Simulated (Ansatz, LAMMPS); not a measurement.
## Ga2O3 with crystalline order left by the classical run (100 atoms): a reference run and its variants

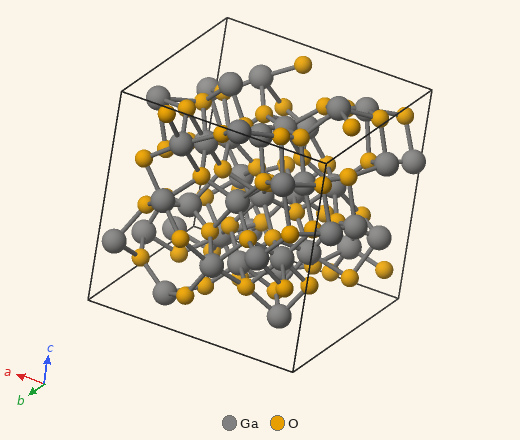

The cell (gallium grey, oxygen orange). Some periodic images of atoms are drawn too.

Density of this cell: 6.14 g/cm³. The cell holds 100 atoms: 40 Ga and 60 O. Its edges and angles: a = 10.044 Å, b = 10.044 Å, c = 10.044 Å, α = 90.0°, β = 90.0°, γ = 90.0°. 100 atoms (40 Fe, 60 O) placed at random at 4.44 g/cm³, melted at 5000 K for 10 ps at fixed volume with the Morse and Coulomb pair potential with partial charges (Pedone, Malavasi, Menziani, Cormack and Segre, J. Phys. Chem. B 110, 11780 (2006)). Quenched from 5000 K to 300 K at 100 K/ps and fixed volume, held 10 ps at zero pressure, then minimised at fixed cell. Then Fe was replaced by Ga and the cell scaled by 1.003 (the potential has no terms for the new elements, so the cell is a start for a DFT relaxation).

Geometry: as built.

Reference run: Kohn-Sham DFT, PBE, PAW (set soft_2), plane waves (Ansatz 0.2.0), cutoff 750 eV, Γ point, fixed occupations.

* r.m.s. force component: 0.3504 eV/Å
* gap (highest filled to lowest empty level): 1.541 eV
* SCF cycles: 10
* time: 33 s on 4 threads of Arm Neoverse V2, shared host

Q: Estimate how much each variant changes the results, and its time and memory.
- support functions medium
- support functions low
- support functions medium, radius 3.31 Å
- support functions medium, radius 3.59 Å

Each row is set against the run with plane waves at 750 eV (Kohn-Sham DFT, PBE, PAW (set soft_2), plane waves; r.m.s. force component 0.350 eV/Å). Energies are set beside the reference only for runs with its functional, potentials and electron count. Times are for 4 threads of Arm Neoverse V2, shared host.

```csv
run,"Δ force, r.m.s. (meV/Å)",share of r.m.s. force (%),Δ energy (meV/atom),Δ gap (eV),cycles,time,host memory (GiB)
reference,-,-,-,-,10,33 s,3.3
support functions medium,0.528,0.151,-0.811,-1.0e-4,15,2.2 min,4.2
support functions low,0.643,0.183,-0.835,-5.0e-4,12,97 s,3.5
"support functions medium, radius 3.31 Å",0.596,0.170,-0.810,-1.0e-4,15,2.1 min,4.0
"support functions medium, radius 3.59 Å",0.459,0.131,-0.808,1.0e-4,17,3.1 min,4.7
```

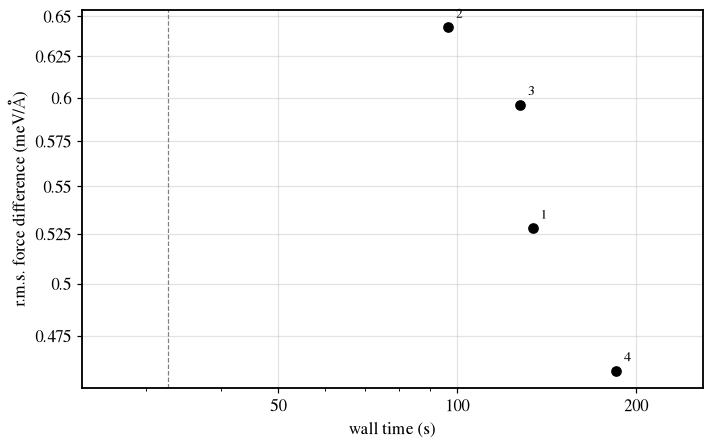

Force difference from the reference against wall time; the dashed line marks the reference's time. Points: 1 support functions medium; 2 support functions low; 3 support functions medium, radius 3.31 Å; 4 support functions medium, radius 3.59 Å.

Among numerical settings the force difference runs from 0.46 meV/Å (support functions medium, radius 3.59 Å) to 0.64 meV/Å (support functions low). At 100 atoms the fastest of the runs at a preset level, support functions low, takes 3.0 times the time of plane waves, in 12 SCF cycles against 10. Differences between support functions and plane waves include what basis error the plane-wave run still has. 

[Logs are printed without paths, hosts, clocks, repeated set-up lines and the standing remarks that a program may print on its own settings, such as how far it seeks lower states.]

[Hosts, paths, dates, database ids (printed as entryN), source tags and the programs' standing remarks are cut or masked in the printed files.]
